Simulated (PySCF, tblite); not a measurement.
# C₇H₁₃NSSi: geometry, infrared bands and NMR shifts

What infrared bands and NMR shifts should C₇H₁₃NSSi (`CS/C=C(\C)C[SiH2]CC#N`) show?

Programs: tblite 0.8.0 and PySCF 2.14.0, with density-fitted response routines of our own. Each step states its level of theory. These are calculated values for one molecule in the gas phase, unless marked as measured. Atoms are numbered from 0 throughout.

### 1 The molecule as given

23 atoms, charge 0, multiplicity 1; geometry from: force field or distance geometry start.

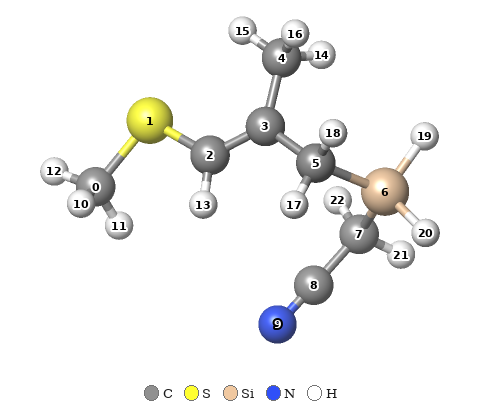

The starting geometry (carbon grey, sulfur yellow, silicon light orange, nitrogen blue, hydrogen white), atoms numbered.

### 2 Optimising the geometry with GFN2-xTB

The job: settings as JSON, then the geometry in Å.

```
{"job": {"kind": "relax", "xc": "GFN2-xTB", "basis": "xTB"}, "charge": 0, "multiplicity": 1}
C      3.316500    -1.695300     0.201100
S      2.424400    -0.383200     1.085200
C      1.311900     0.113100    -0.113200
C      0.336800     1.047400     0.060200
C      0.115300     1.831600     1.343100
C     -0.607200     1.380100    -1.081400
Si    -2.328100     0.636100    -0.974300
C     -2.266900    -1.194200    -0.634200
C     -1.405200    -1.910000    -1.586700
N     -0.714500    -2.459400    -2.326900
H      3.796500    -1.286900    -0.687600
H      2.611900    -2.487200    -0.096600
H      4.065500    -2.124400     0.864400
H      1.389900    -0.372100    -1.089000
H     -0.851500     1.585900     1.787000
H      0.880300     1.672100     2.109400
H      0.118800     2.908600     1.113800
H     -0.165800     1.048700    -2.030900
H     -0.690800     2.474100    -1.154000
H     -3.083400     1.302400     0.126100
H     -3.066300     0.910500    -2.229900
H     -3.288800    -1.606200    -0.683700
H     -1.904000    -1.364600     0.393400
```

The run is started by

```console
$ OMP_NUM_THREADS=1 python probes_run.py task.json out
```

The driver reads the jobs from task.json and runs them one after another.

**Question.** This job is followed by: GFN2-xTB harmonic vibrations, gas phase; GIAO PBE0/pcSseg-1 NMR shielding, non-relativistic, gas phase. What will the session give for the following? strongest single infrared mode (GFN2-xTB); zero-point energy (GFN2-xTB); ¹³C shifts against TMS (PBE0/pcSseg-1); ¹H shifts against TMS (PBE0/pcSseg-1, means over atoms taken as alike); ³³S shifts against CS2 (PBE0/pcSseg-1); ²⁹Si shifts against TMS (PBE0/pcSseg-1); ¹⁵N shifts against NH3 (PBE0/pcSseg-1); surface potential, least and greatest.

The runs gave:

```
                                                              quantity                                            value
                             strongest single infrared mode (GFN2-xTB)                            2238 cm⁻¹, 346 km/mol
                                          zero-point energy (GFN2-xTB)                                   110.9 kcal/mol
                                ¹³C shifts against TMS (PBE0/pcSseg-1)  134.5, 128.9, 124.2, 23.8, 21.3, 20.8, -3.4 ppm
¹H shifts against TMS (PBE0/pcSseg-1, means over atoms taken as alike)           6.10, 4.30, 2.38, 2.09, 1.78, 1.51 ppm
                                ³³S shifts against CS2 (PBE0/pcSseg-1)                                           -9 ppm
                               ²⁹Si shifts against TMS (PBE0/pcSseg-1)                                        -42.7 ppm
                                ¹⁵N shifts against NH3 (PBE0/pcSseg-1)                                        294.6 ppm
                                 surface potential, least and greatest                               -1.70 V and 1.32 V
```

**Reading.** Over 84 steps the energy fell by 0.253 eV; of the close pairs, Si6–C7 changed most, 1.863 to 1.922 Å. No mode is imaginary among the 63: a minimum at this level. The strongest single mode, at 2238 cm⁻¹, moves mainly H19. GFN2-xTB is a fitted tight-binding method: band positions and strengths are rough. Its intensities can rank the bands wrongly. The most deshielded hydrogen is H13 (hydrogen on an alkene CH), at 6.10 ppm: olefinic region. At PBE0/pcSseg-1: The widest tensor belongs to N9: span 502 ppm, with a paramagnetic part of -369 ppm.
